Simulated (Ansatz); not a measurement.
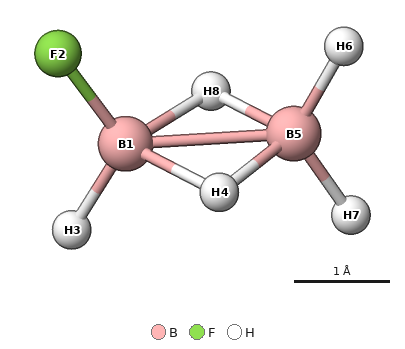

**Figure 1.** The structure as given in the input (ball-and-stick view, seen at a tilt; atoms are numbered from 1 in the order of the input). Bond lengths as drawn: B–B 1.77 Å, B–F 1.35 Å and B–H 1.20 to 1.37 Å.

# B₂H₅F: single-point calculation

B₂H₅F (diborane mono F), computed with RKS PBE-D4/def2-SVP (Ansatz 0.2.0).

The geometry comes from this level: PBE-D4/def2-TZVP.

**Input file**
```yaml
crystal:
  periodic: [false, false, false]
  atoms:
    - {symbol: B, position_ang: [-0.129383, 0.845430, -0.217483]}
    - {symbol: F, position_ang: [-0.257679, 1.172365, -1.519515]}
    - {symbol: H, position_ang: [-0.190502, 1.700559, 0.622278]}
    - {symbol: H, position_ang: [0.992865, 0.088569, -0.001971]}
    - {symbol: B, position_ang: [0.130459, -0.849090, 0.231838]}
    - {symbol: H, position_ang: [0.186145, -1.671502, -0.635201]}
    - {symbol: H, position_ang: [0.240874, -1.107683, 1.394971]}
    - {symbol: H, position_ang: [-0.972768, -0.178648, 0.125082]}
basis:
  gaussian: {orbitals: def2-SVP, initial_orbitals: start.molden}
hamiltonian: {xc: pbe, dispersion: d4}
scf: {omitted_lower_state_checks: [starts]}
output: {orbitals: {seedname: orbitals}}
```

Run on 4 threads of Arm Neoverse V2, 23 GiB of memory available, shared host.

Launch command:
```bash
ansatz run in.yaml --threads 4 --pin off --events-out ev --progress --plain --max-ram 3916MiB
```

**What the program printed**
```
Functional definition: PBE
  name "PBE"
  cite "Perdew, Burke & Ernzerhof, Phys. Rev. Lett. 77, 3865 (1996) doi:10.1103/PhysRevLett.77.3865"
  parent pbe
  parameter kappa = 0.804
  parameter beta = 0.06672455060314922
  exchange = pbe_x(kappa = kappa, mu = beta*pi^2/3)
  correlation = pbe_c(beta = beta)
these checks for a lower state are left out or cut short: starts
746 factors; their error is unknown
mean field evaluation 1: about -4143.2465 eV, gradient 6.6e0 eV
mean field evaluation 2: about -4143.3614 eV, gradient 1.3e-1 eV
mean field evaluation 4: about -4143.3377 eV, gradient 6.5e-5 eV
mean field -4143.33773982 eV, -152.2648534833 hartree, gradient 6.9e-5 eV, S^2 0.000000; 0 other end points of the search recorded, 0 dependent functions left out
reference -4143.33777041 eV, -152.2648546073 hartree; 12, 12 occupied and 55, 55 virtual orbitals, 746 factors
Total energy: -4143.42070504 eV, -152.2679023989 hartree
Checks for a lower state left out: starts
```

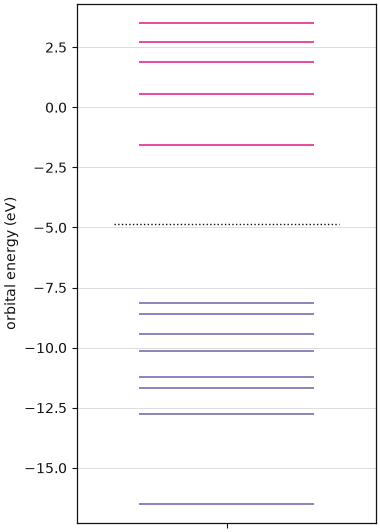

**Figure 2.** Orbital energies near the frontier; the dotted line parts filled from empty levels, and levels within 0.02 eV of each other stand side by side. Highest filled −8.15 eV, lowest empty −1.55 eV, 6.60 eV apart.

**Summary**

- outcome: converged
- total energy: −4143.4207 eV
- mean-field energy: −4143.3378 eV
- dispersion energy: −0.0829 eV
- SCF solution under orbital rotations: stable
- HOMO: −8.15 eV
- LUMO: −1.55 eV
- peak memory: 0.12 GiB
